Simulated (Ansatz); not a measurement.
**Molecular dynamics, with input and output: CH₆GeS (part 1 of 3)**

- system: CH₆GeS, SMILES S[CH2][GeH3]
- method: RKS revPBE/6-31G* (Ansatz 0.2.0)

The geometry comes from this level: PBE0-D4/def2-TZVP. Figures and captions count atoms from 1; the log counts them from 0 in places.

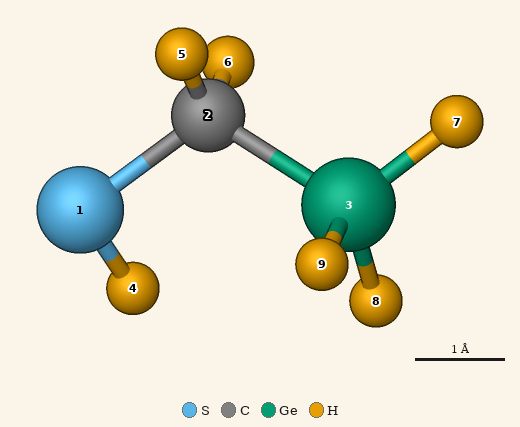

**Figure 1.** The input geometry (ball-and-stick view, seen at a tilt; atoms are numbered from 1 in the order of the input). Sticks mark near contacts. Bond lengths as drawn: C–Ge 1.96 Å, C–H 1.09 Å, C–S 1.81 Å, Ge–H 1.53 to 1.54 Å and H–S 1.34 Å.

Input
```yaml
crystal:
  periodic: [false, false, false]
  atoms:
    - {symbol: S, position_ang: [-1.510528, 1.257586, -0.663513]}
    - {symbol: C, position_ang: [0.222117, 0.836488, -0.362939]}
    - {symbol: Ge, position_ang: [0.429515, -0.842182, 0.631961]}
    - {symbol: H, position_ang: [-1.879763, 0.090135, -1.215406]}
    - {symbol: H, position_ang: [0.619119, 1.654284, 0.241488]}
    - {symbol: H, position_ang: [0.785349, 0.814574, -1.296818]}
    - {symbol: H, position_ang: [1.920437, -1.199963, 0.785114]}
    - {symbol: H, position_ang: [-0.280106, -1.959502, -0.153173]}
    - {symbol: H, position_ang: [-0.217840, -0.697621, 2.016087]}
basis:
  gaussian: {orbitals: "6-31G*"}
hamiltonian: {xc: {name: revPBE}}
md: {timestep: 2 fs, n_steps: 50, ensemble: nvt_nose_hoover, temperature: 1500, initial_velocities: maxwell_boltzmann, seed: 502}
```

Command:
```bash
ansatz run in.yaml --threads 2 --pin off --events-out ev --progress --plain --max-ram 4352MiB
```

What the program printed
```
Functional definition: revPBE
  name "revPBE"
  cite "Zhang & Yang, Phys. Rev. Lett. 80, 890 (1998) doi:10.1103/PhysRevLett.80.890"
  cite "Perdew, Burke & Ernzerhof, Phys. Rev. Lett. 77, 3865 (1996) doi:10.1103/PhysRevLett.77.3865"
  parameter kappa = 1.245
  parameter beta = 0.06672455060314922
  exchange = pbe_x(kappa = kappa, mu = beta*pi^2/3)
  correlation = pbe_c(beta = beta)
1012 factors; their error is unknown
mean field evaluation 1: about -68468.8468 eV, gradient 4.4e1 eV
mean field evaluation 2: about -68460.9662 eV, gradient 6.8e1 eV
mean field evaluation 4: about -68473.1802 eV, gradient 2.7e0 eV
mean field evaluation 8: about -68473.1927 eV, gradient 3.1e-2 eV
mean field evaluation 16: about -68473.1521 eV, gradient 3.4e-5 eV
mean field -68473.15213818 eV, -2516.3419283086 hartree, gradient 3.4e-5 eV, S^2 0.000000; 0 other end points of the search recorded, 0 dependent functions left out
the calculation of the forces begins
reference -68473.15218459 eV, -2516.3419300140 hartree; 30, 30 occupied and 51, 51 virtual orbitals, 1012 factors
md step     0: t =     0.00 fs  T =  1500.0 K  F+E_penalty+E_count = -68473.15213818 eV  E_kin = 1.357230 eV  conserved = -68471.79490819 eV  (26 SCF iters)
these checks for a lower state are left out or cut short: starts, cluster_reference, orbital_swaps, neighbouring_geometries, increment
1012 factors; their error is unknown
mean field -68472.87860324 eV, -2516.3318760849 hartree, gradient 2.4e-5 eV, S^2 0.000000; 0 other end points of the search recorded, 0 dependent functions left out
the calculation of the forces begins
reference -68472.87864926 eV, -2516.3318777761 hartree; 30, 30 occupied and 51, 51 virtual orbitals, 1012 factors
md step     1: t =     2.00 fs  T =  1243.5 K  F+E_penalty+E_count = -68472.87860324 eV  E_kin = 1.125176 eV  conserved = -68471.75344648 eV  (26 SCF iters)
[... from here on the SCF iterations and repeated set-up lines of each step are left out, up to the last step ...]
md step     2: t =     4.00 fs  T =   813.9 K  F+E_penalty+E_count = -68472.47608422 eV  E_kin = 0.736432 eV  conserved = -68471.73981322 eV  (26 SCF iters)
md step     3: t =     6.00 fs  T =   540.0 K  F+E_penalty+E_count = -68472.23040944 eV  E_kin = 0.488648 eV  conserved = -68471.74222841 eV  (27 SCF iters)
md step     4: t =     8.00 fs  T =   376.6 K  F+E_penalty+E_count = -68472.07908293 eV  E_kin = 0.340768 eV  conserved = -68471.73919682 eV  (26 SCF iters)
md step     5: t =    10.00 fs  T =   515.2 K  F+E_penalty+E_count = -68472.21819009 eV  E_kin = 0.466140 eV  conserved = -68471.75358977 eV  (26 SCF iters)
md step     6: t =    12.00 fs  T =   726.5 K  F+E_penalty+E_count = -68472.41521987 eV  E_kin = 0.657358 eV  conserved = -68471.76061101 eV  (26 SCF iters)
md step     7: t =    14.00 fs  T =   732.6 K  F+E_penalty+E_count = -68472.39896151 eV  E_kin = 0.662843 eV  conserved = -68471.74056011 eV  (28 SCF iters)
md step     8: t =    16.00 fs  T =   846.4 K  F+E_penalty+E_count = -68472.50581685 eV  E_kin = 0.765874 eV  conserved = -68471.74651366 eV  (27 SCF iters)
md step     9: t =    18.00 fs  T =   934.6 K  F+E_penalty+E_count = -68472.60676767 eV  E_kin = 0.845639 eV  conserved = -68471.77038831 eV  (27 SCF iters)
md step    10: t =    20.00 fs  T =   956.8 K  F+E_penalty+E_count = -68472.56781116 eV  E_kin = 0.865741 eV  conserved = -68471.71445601 eV  (27 SCF iters)
md step    11: t =    22.00 fs  T =  1118.6 K  F+E_penalty+E_count = -68472.74653355 eV  E_kin = 1.012095 eV  conserved = -68471.75053408 eV  (27 SCF iters)
md step    12: t =    24.00 fs  T =  1092.7 K  F+E_penalty+E_count = -68472.71294266 eV  E_kin = 0.988682 eV  conserved = -68471.74453698 eV  (27 SCF iters)
md step    13: t =    26.00 fs  T =  1025.5 K  F+E_penalty+E_count = -68472.64253096 eV  E_kin = 0.927851 eV  conserved = -68471.73918814 eV  (27 SCF iters)
md step    14: t =    28.00 fs  T =   903.5 K  F+E_penalty+E_count = -68472.54711135 eV  E_kin = 0.817483 eV  conserved = -68471.75823158 eV  (27 SCF iters)
md step    15: t =    30.00 fs  T =   688.0 K  F+E_penalty+E_count = -68472.30020543 eV  E_kin = 0.622473 eV  conserved = -68471.70995930 eV  (27 SCF iters)
md step    16: t =    32.00 fs  T =   592.8 K  F+E_penalty+E_count = -68472.26587644 eV  E_kin = 0.536364 eV  conserved = -68471.76492141 eV  (27 SCF iters)
md step    17: t =    34.00 fs  T =   414.5 K  F+E_penalty+E_count = -68472.05604677 eV  E_kin = 0.375019 eV  conserved = -68471.71917000 eV  (28 SCF iters)
md step    18: t =    36.00 fs  T =   462.8 K  F+E_penalty+E_count = -68472.10770236 eV  E_kin = 0.418740 eV  conserved = -68471.72973514 eV  (28 SCF iters)
md step    19: t =    38.00 fs  T =   653.6 K  F+E_penalty+E_count = -68472.29419703 eV  E_kin = 0.591408 eV  conserved = -68471.74721370 eV  (27 SCF iters)
md step    20: t =    40.00 fs  T =   788.6 K  F+E_penalty+E_count = -68472.38585300 eV  E_kin = 0.713528 eV  conserved = -68471.72178711 eV  (28 SCF iters)
md step    21: t =    42.00 fs  T =  1005.2 K  F+E_penalty+E_count = -68472.63607700 eV  E_kin = 0.909567 eV  conserved = -68471.78258152 eV  (28 SCF iters)
md step    22: t =    44.00 fs  T =   995.1 K  F+E_penalty+E_count = -68472.57037326 eV  E_kin = 0.900393 eV  conserved = -68471.73371587 eV  (27 SCF iters)
md step    23: t =    46.00 fs  T =   902.1 K  F+E_penalty+E_count = -68472.48860273 eV  E_kin = 0.816208 eV  conserved = -68471.74368078 eV  (28 SCF iters)
md step    24: t =    48.00 fs  T =   799.2 K  F+E_penalty+E_count = -68472.38889866 eV  E_kin = 0.723119 eV  conserved = -68471.74412749 eV  (27 SCF iters)
md step    25: t =    50.00 fs  T =   663.1 K  F+E_penalty+E_count = -68472.24391644 eV  E_kin = 0.599987 eV  conserved = -68471.72863435 eV  (27 SCF iters)
md step    26: t =    52.00 fs  T =   654.5 K  F+E_penalty+E_count = -68472.25134640 eV  E_kin = 0.592230 eV  conserved = -68471.74985442 eV  (27 SCF iters)
md step    27: t =    54.00 fs  T =   744.3 K  F+E_penalty+E_count = -68472.30222144 eV  E_kin = 0.673475 eV  conserved = -68471.72621826 eV  (27 SCF iters)
md step    28: t =    56.00 fs  T =   845.7 K  F+E_penalty+E_count = -68472.41171785 eV  E_kin = 0.765165 eV  conserved = -68471.75201721 eV  (27 SCF iters)
md step    29: t =    58.00 fs  T =   821.0 K  F+E_penalty+E_count = -68472.36509264 eV  E_kin = 0.742822 eV  conserved = -68471.73643184 eV  (27 SCF iters)
md step    30: t =    60.00 fs  T =   763.1 K  F+E_penalty+E_count = -68472.30722905 eV  E_kin = 0.690468 eV  conserved = -68471.73949789 eV  (27 SCF iters)
md step    31: t =    62.00 fs  T =   822.5 K  F+E_penalty+E_count = -68472.35318939 eV  E_kin = 0.744215 eV  conserved = -68471.74062625 eV  (27 SCF iters)
md step    32: t =    64.00 fs  T =   752.4 K  F+E_penalty+E_count = -68472.28099033 eV  E_kin = 0.680778 eV  conserved = -68471.74102658 eV  (27 SCF iters)
md step    33: t =    66.00 fs  T =   736.0 K  F+E_penalty+E_count = -68472.25680226 eV  E_kin = 0.665903 eV  conserved = -68471.74068496 eV  (27 SCF iters)
md step    34: t =    68.00 fs  T =   923.5 K  F+E_penalty+E_count = -68472.42729733 eV  E_kin = 0.835563 eV  conserved = -68471.75186773 eV  (26 SCF iters)
md step    35: t =    70.00 fs  T =   886.7 K  F+E_penalty+E_count = -68472.37395209 eV  E_kin = 0.802277 eV  conserved = -68471.74340074 eV  (27 SCF iters)
md step    36: t =    72.00 fs  T =   903.7 K  F+E_penalty+E_count = -68472.35183485 eV  E_kin = 0.817702 eV  conserved = -68471.71762652 eV  (27 SCF iters)
md step    37: t =    74.00 fs  T =   989.7 K  F+E_penalty+E_count = -68472.48054082 eV  E_kin = 0.895467 eV  conserved = -68471.78131527 eV  (27 SCF iters)
md step    38: t =    76.00 fs  T =   660.3 K  F+E_penalty+E_count = -68472.07811681 eV  E_kin = 0.597408 eV  conserved = -68471.68829840 eV  (27 SCF iters)
md step    39: t =    78.00 fs  T =   609.6 K  F+E_penalty+E_count = -68472.06933907 eV  E_kin = 0.551547 eV  conserved = -68471.73437502 eV  (27 SCF iters)
md step    40: t =    80.00 fs  T =   736.5 K  F+E_penalty+E_count = -68472.18010202 eV  E_kin = 0.666357 eV  conserved = -68471.74014919 eV  (27 SCF iters)
md step    41: t =    82.00 fs  T =   844.2 K  F+E_penalty+E_count = -68472.23900290 eV  E_kin = 0.763883 eV  conserved = -68471.71334027 eV  (27 SCF iters)
md step    42: t =    84.00 fs  T =  1087.9 K  F+E_penalty+E_count = -68472.49391227 eV  E_kin = 0.984357 eV  conserved = -68471.76249014 eV  (27 SCF iters)
md step    43: t =    86.00 fs  T =  1083.3 K  F+E_penalty+E_count = -68472.43918117 eV  E_kin = 0.980232 eV  conserved = -68471.72860591 eV  (28 SCF iters)
md step    44: t =    88.00 fs  T =   954.6 K  F+E_penalty+E_count = -68472.31794201 eV  E_kin = 0.863777 eV  conserved = -68471.73966646 eV  (28 SCF iters)
md step    45: t =    90.00 fs  T =   802.2 K  F+E_penalty+E_count = -68472.16279165 eV  E_kin = 0.725883 eV  conserved = -68471.73623035 eV  (28 SCF iters)
md step    46: t =    92.00 fs  T =   686.8 K  F+E_penalty+E_count = -68472.01096068 eV  E_kin = 0.621429 eV  conserved = -68471.70073783 eV  (27 SCF iters)
md step    47: t =    94.00 fs  T =   884.8 K  F+E_penalty+E_count = -68472.23271460 eV  E_kin = 0.800562 eV  conserved = -68471.75609253 eV  (27 SCF iters)
md step    48: t =    96.00 fs  T =   971.8 K  F+E_penalty+E_count = -68472.26177427 eV  E_kin = 0.879299 eV  conserved = -68471.72159949 eV  (27 SCF iters)
md step    49: t =    98.00 fs  T =  1073.9 K  F+E_penalty+E_count = -68472.37121505 eV  E_kin = 0.971725 eV  conserved = -68471.75542288 eV  (27 SCF iters)
these checks for a lower state are left out or cut short: starts, cluster_reference, orbital_swaps, neighbouring_geometries, increment
1012 factors; their error is unknown
mean field -68472.35686297 eV, -2516.3127024839 hartree, gradient 1.0e-5 eV, S^2 0.000000; 0 other end points of the search recorded, 0 dependent functions left out
the calculation of the forces begins
reference -68472.35690967 eV, -2516.3127041997 hartree; 30, 30 occupied and 51, 51 virtual orbitals, 1012 factors
1012 factors; their error is unknown
mean field evaluation 416: about -68472.3568 eV, gradient 2.2e-1 eV
mean field -68472.35686297 eV, -2516.3127024839 hartree, gradient 1.2e-5 eV, S^2 0.000000; 1 other end points of the search recorded, 0 dependent functions left out
the calculation of the forces begins
reference -68472.35690967 eV, -2516.3127041997 hartree; 30, 30 occupied and 51, 51 virtual orbitals, 1012 factors
md step    50: t =   100.00 fs  T =  1085.1 K  F+E_penalty+E_count = -68472.35686297 eV  E_kin = 0.981803 eV  conserved = -68471.74874346 eV  (27 SCF iters)
```

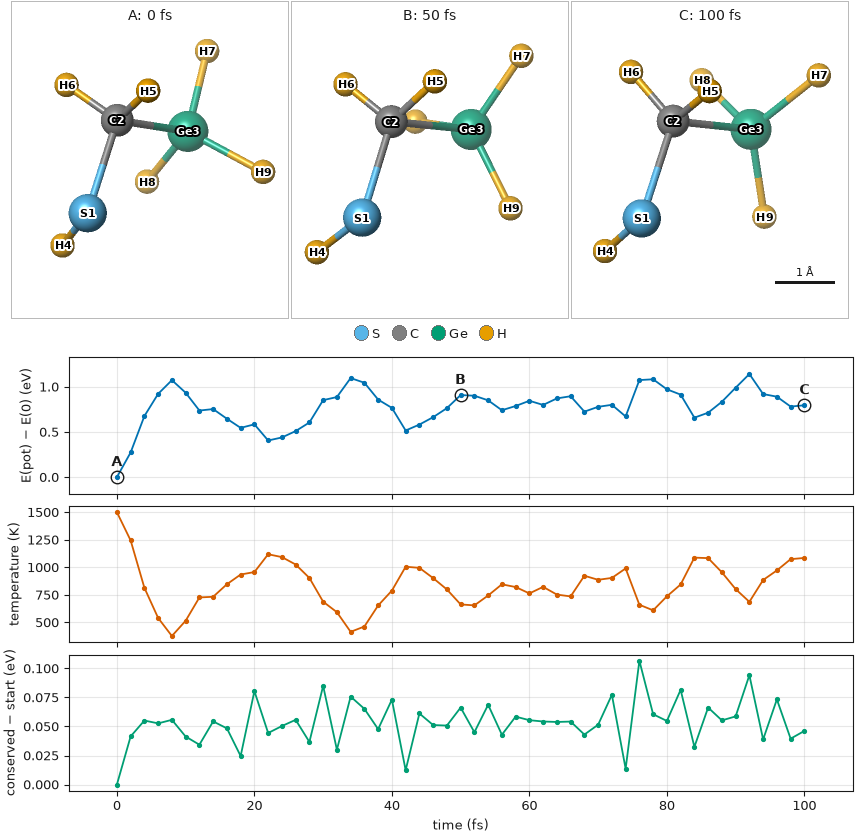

**Figure 2.** Frames of the molecular dynamics (ball-and-stick, seen at a tilt) above the curves, on which the letters mark them. The trajectory kept here has 51 frames over 100 fs. The temperature starts at 1500 K, ranges from 377 to 1500 K and averages 846 K over the second half. The potential energy ends 0.795 eV above its first value. The conserved quantity stays within 0.11 eV. After an unweighted best fit of the last frame on the first, the root-mean-square displacement is 0.74 Å.

```
Total energy: -68472.35690967 eV, -2516.3127041997 hartree
Atom 0 at    -1.615013     1.441499    -0.678621 Å, force     1.675720    -0.115060    -0.225558 eV/Å
Atom 1 at     0.185473     0.735807    -0.584895 Å, force     1.047104     1.112437     1.327630 eV/Å
Atom 2 at     0.477399    -0.912008     0.684295 Å, force    -0.169363     2.434498    -0.276625 eV/Å
Atom 3 at    -2.239757     0.369010    -1.197102 Å, force    -0.070667    -0.412982    -0.156121 eV/Å
Atom 4 at     0.777489     1.623396    -0.067009 Å, force    -1.236858    -1.441213    -0.788863 eV/Å
Atom 5 at     0.849557     0.509641    -1.498439 Å, force    -1.589256     0.406458     0.435530 eV/Å
Atom 6 at     1.611995    -0.258064     1.615977 Å, force    -0.670541    -0.714375     0.036418 eV/Å
Atom 7 at     1.148499    -1.722370    -0.370256 Å, force     0.495149    -1.281311    -0.438071 eV/Å
Atom 8 at    -0.890963    -1.438285     1.248516 Å, force     0.518711     0.011548     0.085659 eV/Å
Dipole moment:     0.164145    -0.325612     0.021501 e Å
```

Trajectory as extended XYZ (Å, eV, eV/Å), 51 frames, from step=0 to step=50
```
9
Properties=species:S:1:pos:R:3:forces:R:3 step=0 time_fs=0.0 energy=-68473.15214 temperature=1500.0
S    -1.5105    1.2576   -0.6635   -0.5960   0.6070   0.0598
C     0.2221    0.8365   -0.3629    0.1873  -0.0492  -0.0020
Ge    0.4295   -0.8422    0.6320    0.0819  -0.0922   0.0970
H    -1.8798    0.0901   -1.2154   -0.1382  -0.3866  -0.2059
H     0.6191    1.6543    0.2415    0.1646   0.2620   0.2049
H     0.7853    0.8146   -1.2968    0.2533  -0.0212  -0.3207
H     1.9204   -1.2000    0.7851    0.2945  -0.0957   0.0383
H    -0.2801   -1.9595   -0.1532   -0.1273  -0.2289  -0.1362
H    -0.2178   -0.6976    2.0161   -0.1202   0.0048   0.2648
9
Properties=species:S:1:pos:R:3:forces:R:3 step=1 time_fs=2.0 energy=-68472.87860 temperature=1243.5
S    -1.5178    1.2673   -0.6629   -0.1384  -0.0944  -0.1464
C     0.2254    0.7830   -0.3535    0.7943   1.2761  -2.7861
Ge    0.4317   -0.8417    0.6333    0.7182  -0.2501   0.6449
H    -1.8968    0.1017   -1.2254   -0.2433  -0.2148  -0.1973
H     0.5366    1.6637    0.1570    0.6959   0.8676   1.2749
H     0.9005    0.8940   -1.3181   -1.2740  -0.7126   1.2815
H     1.9750   -1.1562    0.7852   -0.3831  -0.0511   0.0539
H    -0.2573   -1.8716   -0.2494   -0.2272  -0.6178  -0.1178
H    -0.2730   -0.6351    2.0029    0.0576  -0.2027  -0.0077
9
Properties=species:S:1:pos:R:3:forces:R:3 step=2 time_fs=4.0 energy=-68472.47608 temperature=813.9
S    -1.5252    1.2770   -0.6625    0.1188  -0.9319  -0.4443
C     0.2313    0.7335   -0.3530    1.1116   4.4080  -2.7773
Ge    0.4342   -0.8414    0.6349    0.8525  -0.7868   0.9791
H    -1.9232    0.1049   -1.2430   -0.2208   0.1942  -0.0499
H     0.4807    1.7063    0.1213    0.5081  -0.5054   0.9841
H     0.9668    0.9461   -1.2903   -1.7068  -1.2419   1.3063
H     2.0148   -1.1145    0.7874   -0.7914  -0.0784   0.0762
H    -0.2432   -1.8074   -0.3501   -0.1047  -0.6529   0.1765
H    -0.3259   -0.5804    1.9895    0.2326  -0.4050  -0.2506
9
Properties=species:S:1:pos:R:3:forces:R:3 step=3 time_fs=6.0 energy=-68472.23041 temperature=540.0
S    -1.5325    1.2855   -0.6626    0.3102  -1.4272  -0.6495
C     0.2407    0.6983   -0.3614    0.3380   6.2149  -1.5425
Ge    0.4372   -0.8415    0.6371    0.5412  -1.3109   0.8733
H    -1.9580    0.1157   -1.2625   -0.1371   0.4617   0.0742
H     0.4442    1.7295    0.1233    0.4203  -1.4901   0.6868
H     0.9678    0.9506   -1.2125   -1.0950  -1.2265   0.1288
H     2.0244   -1.0757    0.7925   -0.8156  -0.1652   0.1173
H    -0.2332   -1.7681   -0.4440    0.1186  -0.5085   0.6317
H    -0.3700   -0.5412    1.9664    0.3195  -0.5481  -0.3201
9
Properties=species:S:1:pos:R:3:forces:R:3 step=4 time_fs=8.0 energy=-68472.07908 temperature=376.6
S    -1.5395    1.2923   -0.6635    0.5063  -1.4162  -0.6867
C     0.2512    0.6830   -0.3748   -2.1665   5.5173   1.3486
Ge    0.4404   -0.8423    0.6397   -0.0203  -1.5127   0.3639
H    -1.9981    0.1441   -1.2792   -0.0641   0.4148   0.0870
H     0.4238    1.6957    0.1515    0.5026  -1.3448   0.5834
H     0.9268    0.9082   -1.1298    1.1405  -0.3891  -2.6930
H     2.0027   -1.0433    0.8020   -0.4622  -0.2769   0.1845
H    -0.2185   -1.7483   -0.5138    0.2827  -0.3987   0.9959
H    -0.4018   -0.5230    1.9311    0.2809  -0.5937  -0.1836
```
